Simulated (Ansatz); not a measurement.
# Ge3P4: a trial structure relaxed, part 3 of 3

Where does this trial cell of Ge3P4 go when cell and atoms are let free?

Ansatz 0.2.0; DFT PBE, scalar-relativistic, plane waves, PAW. The steps go on from the part before.

## (4) Full relaxation

The end of the coarse run is made exact in the group found at a tolerance of 0.06 Å and reduced to its primitive cell.

input.yaml

```yaml
crystal:
  lattice:
    - [-3.5809658833, 3.5809658833, 5.371987276]
    - [3.5809658833, -3.5809658833, 5.371987276]
    - [3.5809658833, 3.5809658833, -5.371987276]
  atoms:
    - { symbol: Ge, position: [0.0, 0.0, 0.0] }
    - { symbol: Ge, position: [0.75, 0.25, 0.5] }
    - { symbol: Ge, position: [0.875, 0.625, 0.25] }
    - { symbol: Ge, position: [0.375, 0.625, 0.25] }
    - { symbol: Ge, position: [0.375, 0.625, 0.75] }
    - { symbol: Ge, position: [0.375, 0.125, 0.75] }
    - { symbol: P, position: [0.6281440875, 0.3895832396, 0.2385608479] }
    - { symbol: P, position: [0.1395832396, 0.4010223916, 0.2614391521] }
    - { symbol: P, position: [0.1510223916, 0.3895832396, 0.7614391521] }
    - { symbol: P, position: [0.1395832396, 0.8781440875, 0.7385608479] }
    - { symbol: P, position: [0.1218559125, 0.8604167604, 0.2614391521] }
    - { symbol: P, position: [0.6104167604, 0.3718559125, 0.7614391521] }
    - { symbol: P, position: [0.5989776084, 0.8604167604, 0.7385608479] }
    - { symbol: P, position: [0.6104167604, 0.8489776084, 0.2385608479] }
basis:
  ecutwfc: 420
kpoints:
  mp_grid: { grid: [8, 8, 8] }
hamiltonian:
  xc: pbe
scf:
  occupations: { method: gaussian, width: 0.1 }
output:
  forces: true
  stress: true
  eigenvalues: true
relax:
  adjacent_minimum: "off"
  f_tol: 0.01
  max_steps: 80
  cell: { stress_tol: 0.05 }
```

The run is started by

```sh
> ansatz run input.yaml --threads 1 --pin off --max-ram 2560MiB --backend cpu --events-out ev --progress --plain --runs-dir out
```

Log:

```text
Warning: RAYON_NUM_THREADS=1 ignored (pool sized by the plan → 1); use --threads N
Engine: ansatz 0.2.0, aarch64-unknown-linux-gnu
Pseudopotentials: kind: paw
Pseudopotential: Ge, paw, valence charge 14, recommended cutoff 420 eV (normal), Ge.paw.azcp
Pseudopotential: P, paw, valence charge 5, recommended cutoff 420 eV (normal), P.paw.azcp
Functional definition: PBE
  parameter kappa = 0.804
  parameter beta = 0.06672455060314922
  exchange = pbe_x(kappa = kappa, mu = beta*pi^2/3)
  correlation = pbe_c(beta = beta)
Crystal: 14 atoms, lattice volume = 275.547 Å³
Basis set: ecut = 420 eV, 5349 PW (Γ), exchange–correlation on 100×100×100 points (8 copies of the dense FFT grid, shifted against one another)
Bands: 76, of which v1, the nominal top of the filled ones, is band 62 counted from 1 (61 counted from 0)
Symmetry: 16 space group operations
Space group: I41/amd (ITA 141), of the structure as read, at distance tolerance 6.5e-5 Å
k-points: 59 of 512
Non-local potential: Ge, projectors of the file, l = 0: 2, l = 1: 2, l = 2: 3, l = 3: 1
Non-local potential: P, projectors of the file, l = 0: 2, l = 1: 2, l = 2: 2
PAW form: soft (Blöchl's): semilocal exchange-correlation on the pseudo side does not see the compensation charge
PAW one-centre angular grid: Ge, 590 points (default); XC on 64 Gauss nodes
PAW one-centre angular grid: P, 110 points (default); XC on 64 Gauss nodes
Initial density: superposition of atomic densities (neutral atoms: chi_scale 0, normalization atom), corrected by the library's trained network
Initial wavefunctions: pseudopotential atomic-orbital guess
Functional: x = pbe(κ = 0.804, μ = 0.2195149727645171), c = pbe(β = 0.06672455060314922)
SCF iter   1: F=—  HF=-31811.862121 eV  |F-HF|=—  |Δ(HF+E_count)|=         —  Δρ=1.93e-3  dr2=1.40e-2  ethr=1.77e-3  ⟨swp⟩=9.7  Hψ=21046  notcnv=0  defer=32
preconditioner: auto → Kerker (q_TF=auto, 2.388 Å⁻¹)  [metal: Δε(μ)=0.001 eV  Ē_g=8.315 eV  σ=0.100 eV  W_gap=0.00  n_scr=60 (ndim 8)  ℏωp=17.9 eV  f_vac=0.000  D(μ)=9.22/eV (n_scr^D=60)]
SCF iter   2: F=—  HF=-31811.856836 eV  |F-HF|=—  |Δ(HF+E_count)|=   5.29e-3  Δρ=1.20e-3  dr2=5.21e-3  ethr=1.13e-5  ⟨swp⟩=2.8  Hψ=8964  notcnv=0  defer=44
SCF iter   3: F=—  HF=-31811.857160 eV  |F-HF|=—  |Δ(HF+E_count)|=   3.24e-4  Δρ=5.98e-4  dr2=6.25e-4  ethr=4.20e-6  ⟨swp⟩=2.0  Hψ=7750  notcnv=0  defer=44
SCF iter   4: F=—  HF=-31811.856369 eV  |F-HF|=—  |Δ(HF+E_count)|=   7.91e-4  Δρ=2.59e-4  dr2=1.35e-4  ethr=5.04e-7  ⟨swp⟩=2.0  Hψ=7756  notcnv=0  defer=44
SCF iter   5: F=—  HF=-31811.856321 eV  |F-HF|=—  |Δ(HF+E_count)|=   4.84e-5  Δρ=6.77e-5  dr2=3.36e-5  ethr=1.09e-7  ⟨swp⟩=2.0  Hψ=7692  notcnv=0  defer=44
SCF iter   6: F=—  HF=-31811.856254 eV  |F-HF|=—  |Δ(HF+E_count)|=   6.72e-5  Δρ=3.07e-5  dr2=3.77e-6  ethr=2.71e-8  ⟨swp⟩=2.0  Hψ=5205  notcnv=0  defer=44
SCF iter   7: F=—  HF=-31811.856256 eV  |F-HF|=—  |Δ(HF+E_count)|=   2.64e-6  Δρ=2.11e-5  dr2=1.01e-6  ethr=3.04e-9  ⟨swp⟩=2.0  Hψ=7783  notcnv=0  defer=44
SCF iter   8: F=—  HF=-31811.856256 eV  |F-HF|=—  |Δ(HF+E_count)|=   3.37e-7  Δρ=5.61e-6  dr2=1.02e-7  ethr=8.17e-10  ⟨swp⟩=2.0  Hψ=7752  notcnv=0  defer=44
SCF iter   9: F=-31811.856256 eV  HF=-31811.856256 eV  |F-HF|=8.37e-10  |Δ(HF+E_count)|=   8.84e-8  Δρ=1.63e-6  dr2=6.19e-9  ethr=8.06e-11  ⟨swp⟩=12.2  Hψ=20459  notcnv=0
SCF 1 converged in 9 iterations: F = -31811.856256 eV  dr2 = 6.19e-9
relax step   1: F+E_penalty+E_count = -31811.85625601 eV  Δ(F+E_penalty+E_count) = +0.000e0 eV  max|allowed force component| = 8.096e-3 eV/Å  Δτ_max = 0.0000 Å  P = +0.436 GPa  Ω = 275.547 Å³  (9 SCF iters, dr2 threshold 1.00e-7 eV, accepted)
[... 12 lines left out ...]
relax step   2: F+E_penalty+E_count = -31811.86270823 eV  Δ(F+E_penalty+E_count) = -6.452e-3 eV  max|allowed force component| = 8.054e-3 eV/Å  Δτ_max = 0.0090 Å  P = +0.070 GPa  Ω = 277.003 Å³  energy of the carried Pulay correction = -2.583e-4 eV  (5 SCF iters, dr2 threshold 1.06e-6 eV, accepted)
[... 11 lines left out ...]
relax step   3: F+E_penalty+E_count = -31811.87224470 eV  Δ(F+E_penalty+E_count) = -9.536e-3 eV  max|allowed force component| = 2.876e-2 eV/Å  Δτ_max = 0.0338 Å  P = -0.202 GPa  Ω = 278.448 Å³  energy of the carried Pulay correction = -5.151e-4 eV  (6 SCF iters, dr2 threshold 2.37e-7 eV, accepted)
[... 10 lines left out ...]
relax step   4: F+E_penalty+E_count = -31811.87659604 eV  Δ(F+E_penalty+E_count) = -4.351e-3 eV  max|allowed force component| = 1.181e-2 eV/Å  Δτ_max = 0.0206 Å  P = -0.202 GPa  Ω = 278.487 Å³  energy of the carried Pulay correction = -5.238e-4 eV  (5 SCF iters, dr2 threshold 6.54e-7 eV, accepted)
[... 11 lines left out ...]
relax step   5: F+E_penalty+E_count = -31811.87779508 eV  Δ(F+E_penalty+E_count) = -1.199e-3 eV  max|allowed force component| = 1.525e-3 eV/Å  Δτ_max = 0.0082 Å  P = +0.007 GPa  Ω = 277.679 Å³  energy of the carried Pulay correction = -3.826e-4 eV  (6 SCF iters, dr2 threshold 2.25e-7 eV, accepted)
[... 12 lines left out ...]
relax step   6: F+E_penalty+E_count = -31811.87866750 eV  Δ(F+E_penalty+E_count) = -8.724e-4 eV  max|allowed force component| = 1.559e-3 eV/Å  Δτ_max = 0.0000 Å  P = +0.013 GPa  Ω = 277.679 Å³  stress off target by 2.31e-2 GPa  SCF on the basis re-selected at this cell (its energy is not comparable with the rows above)  (8 SCF iters)
basis re-selected at this cell: Δ(F+E_penalty+E_count) = -8.724e-4 eV, ΔP = +0.007 GPa vs the last step (what re-selecting the basis moved, of the pressure what is left beyond the Pulay correction that the steps carried, after the strain that the cell walked since its last selection, with what the two solves' SCF thresholds leave and, on support functions, any second-order correction that the steps lacked; it is no measure of the basis error at this ecutwfc). This SCF's stress stands 2.31e-2 GPa from its target on what of the cell is left free (relax.cell.stress_tol is 5.00e-2 GPa) and its largest allowed force component is 1.56e-3 eV/Å (relax.f_tol is 1.00e-2 eV/Å): within both
SCF converged after 8 iterations
Free energy (F): -31811.878667 eV
Harris-Foulkes:  -31811.878667 eV  (|F-HF|=2.18e-11)
Internal energy: -31811.824029 eV  (E = F + TS)
E sigma→0 (E₀):  -31811.851348 eV
Entropy (-TS):   -0.054639 eV (-3.903 meV/atom)
Fermi energy:    8.076367 eV
--- Per-component energies (eV) ---
  E_band       = -852.699526
  E_kinetic    = 1221.085617
  E_local      = -16141.167372  (includes V_loc(G=0)·N_el)
  E_nonlocal   = 2786.172213
  E_hartree    = 7045.829473
  E_xc         = -939.452379
  E_vxc        = -866.621110  (∫ρ·V_xc dr)
  E_paw        = -16678.202663  (= ΣΔE_a)
  E_vpaw       = -1943.829522  (= ΣTr[D̂ρ^β])
  E_aug_tail   = 0.001628  (compensation charges beyond the density's cutoff)
  E_ewald      = -9106.090546
  E_smearing   = -0.054639  (= −TS)
  E_closure    = 0.000000  (closes the sum)
  Σ components = -31811.878667   (vs F -31811.878667, Δ=0.00e0)
--- Forces (eV/Å), atoms counted from 1 ---
  atom   1  Ge    -0.00000000     0.00000000     0.00000000
  atom   2  Ge    -0.00000000    -0.00000000     0.00000000
  atom   3  Ge     0.00000000     0.00000000     0.00000000
  atom   4  Ge     0.00000000    -0.00000000     0.00000000
  atom   5  Ge     0.00000000     0.00000000     0.00000000
  atom   6  Ge     0.00000000     0.00000000     0.00000000
  atom   7  P     -0.00000000     0.00102312    -0.00155897
  atom   8  P     -0.00102312    -0.00000000    -0.00155897
  atom   9  P      0.00000000    -0.00102312    -0.00155897
  atom  10  P      0.00102312     0.00000000    -0.00155897
  atom  11  P     -0.00000000    -0.00102312     0.00155897
  atom  12  P     -0.00102312    -0.00000000     0.00155897
  atom  13  P      0.00000000     0.00102312     0.00155897
  atom  14  P      0.00102312     0.00000000     0.00155897
  max |Σ_I F_I| component: 2.08e-17 eV/Å
--- Stress (GPa, compression-positive) ---
        0.023111       0.000000       0.000000
        0.000000       0.023111      -0.000000
       -0.000000      -0.000000      -0.006139
  P = ⅓ Tr σ = 0.0134 GPa (0.134 kbar)
--- Band table (eV; the first three rows and the last of 59) ---
  k-point 0: bands = ["-16.9036", "-16.9036", "-16.9035", "-16.9031", "-16.9031", "-16.9029", "-16.8795", "-16.8792", "-16.8791", "-16.8788", "-16.7001", "-16.6997", "-16.6997", "-16.6896", "-16.6889", "-16.6800", "-16.6797", "-16.6797", "-16.6791", "-16.6638", "-16.6638", "-16.6637", "-16.6567", "-16.6564", "-16.6553", "-16.6553", "-16.6553", "-16.6483", "-16.6477", "-16.6477", "-5.8538", "-3.6455", "-2.5151", "-2.5151", "-2.5132", "-2.4845", "-2.4640", "-2.4640", "-1.8756", "-0.7810", "-0.1081", "-0.1058", "-0.1058", "2.5183", "2.5206", "4.1861", "4.2080", "4.2080", "5.3836", "5.4075", "5.4075", "5.9055", "5.9055", "5.9059", "6.4820", "7.1284", "7.1369", "7.1369", "7.5666", "7.7942", "7.7942", "7.8019", "7.8084", "7.8105", "8.2189", "8.2189", "8.2358", "8.9492", "10.7034", "10.7034", "10.7323", "11.4121", "11.4329", "11.4329", "11.7961", "11.8008"]
[... 3 lines left out ...]
--- Relaxed structure (5 steps of the walk, 5 accepted, 1 SCFs on fresh bases) ---
  F+E_penalty+E_count = -31811.87866750 eV   max|allowed force component| = 1.559e-3 eV/Å   (the final SCF, on the basis selected at the relaxed cell)
  cell:  # Å, volume = 277.6788 Å³
    - [-3.6570884675412936, 3.6570884675412936, 5.190532012995383]
    - [3.6570884675412936, -3.6570884675412936, 5.190532012995383]
    - [3.6570884675412936, 3.6570884675412936, -5.190532012995383]
  atoms:
    - { symbol: Ge, position: [1.239757091926685e-19, 1.3262622582356415e-19, -4.325258315447974e-20] }
    - { symbol: Ge, position: [0.7499999999999999, 0.24999999999999994, 0.4999999999999999] }
    - { symbol: Ge, position: [0.875, 0.625, 0.24999999999999997] }
    - { symbol: Ge, position: [0.37500000000000006, 0.625, 0.24999999999999997] }
    - { symbol: Ge, position: [0.375, 0.6249999999999999, 0.75] }
    - { symbol: Ge, position: [0.375, 0.12499999999999997, 0.75] }
    - { symbol: P, position: [0.6167536384623415, 0.3844072179794828, 0.23234642048285878] }
    - { symbol: P, position: [0.13440721797948285, 0.40206079749662404, 0.2676535795171412] }
    - { symbol: P, position: [0.15206079749662404, 0.3844072179794828, 0.7676535795171411] }
    - { symbol: P, position: [0.1344072179794829, 0.8667536384623415, 0.7323464204828588] }
    - { symbol: P, position: [0.13324636153765823, 0.8655927820205171, 0.26765357951714114] }
    - { symbol: P, position: [0.615592782020517, 0.3832463615376583, 0.7676535795171411] }
    - { symbol: P, position: [0.597939202503376, 0.8655927820205171, 0.7323464204828587] }
    - { symbol: P, position: [0.6155927820205171, 0.847939202503376, 0.23234642048285878] }
```

Wall time 17 min (1 thread of Arm Neoverse N1, shared host); peak memory 1.1 GiB.

Relaxation path:

| step | energy from step 1 (eV/cell) | largest force component (eV/Å) | pressure (GPa) | volume (Å³) |
| --- | --- | --- | --- | --- |
| 1 | 0.0000 | 0.0081 | 0.44 | 275.55 |
| 2 | -0.0065 | 0.0081 | 0.07 | 277.00 |
| 3 | -0.0160 | 0.0288 | -0.20 | 278.45 |
| 4 | -0.0203 | 0.0118 | -0.20 | 278.49 |
| 5 | -0.0215 | 0.0015 | 0.01 | 277.68 |
| 6 | -0.0224 | 0.0016 | 0.01 | 277.68 |

Step 1 is the start. Step 6 repeats the geometry before it on a plane-wave basis chosen anew for that cell, so its energy need not be comparable with the rows above.

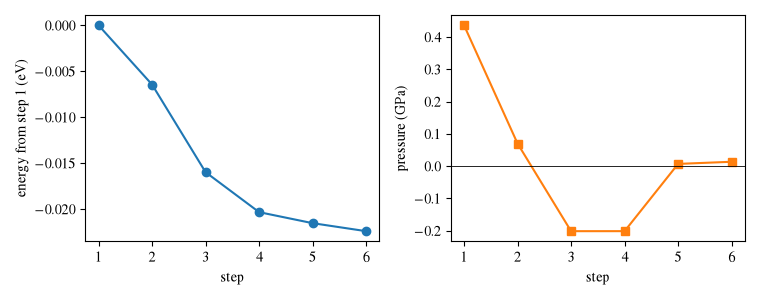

Energy and pressure along the relaxation.

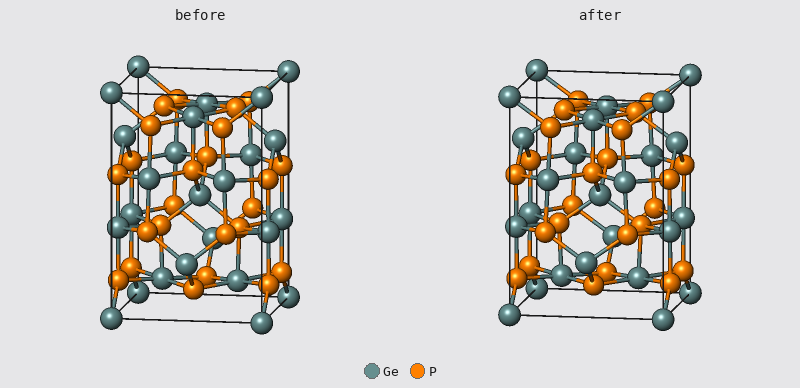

Before and after, at one scale.

Lengths and angles in the start's conventional setting:

|  | before | after | change |
| --- | --- | --- | --- |
| a (Å) | 7.162 | 7.314 | +2.1 % |
| b (Å) | 7.162 | 7.314 | +2.1 % |
| c (Å) | 10.744 | 10.381 | -3.4 % |
| volume (Å³/atom) | 19.68 | 19.83 | +0.8 % |
| shortest distance (Å) | 2.399 | 2.404 | +0.2 % |
| space group (0.01 Å) | I4_1/amd | I4_1/amd | same |

Forces and stress were held to the start's 16 operations: a distortion of lower symmetry was not tested.

## (5) Outcome

This closing draws on all 3 parts. Changes of volume or cell count from the first structure of part 1.

| quantity | value |
| --- | --- |
| symmetry at the end (tolerance 0.05 Å) | space group Fd-3m (No. 227) |
| conventional cell | a = 10.356 Å, b = 10.356 Å, c = 10.356 Å, α = 90.00°, β = 90.00°, γ = 90.00° |
| volume | 19.83 Å³/atom |
| energy over the elements, black P | +0.24 eV/atom |
| gap on the mesh | none (metal) |

What this shows: The symmetry goes from space group I4_1/amd (No. 141) to space group Fd-3m (No. 227) (read at 0.05 Å; 0.001 Å gives I4_1/amd (No. 141)), and the volume per atom grows by 17.1 % from the first guess. The formation energy is positive, so the separate elements lie lower. No finished test with a distortion of lower symmetry is shown, so the end may be a saddle point.
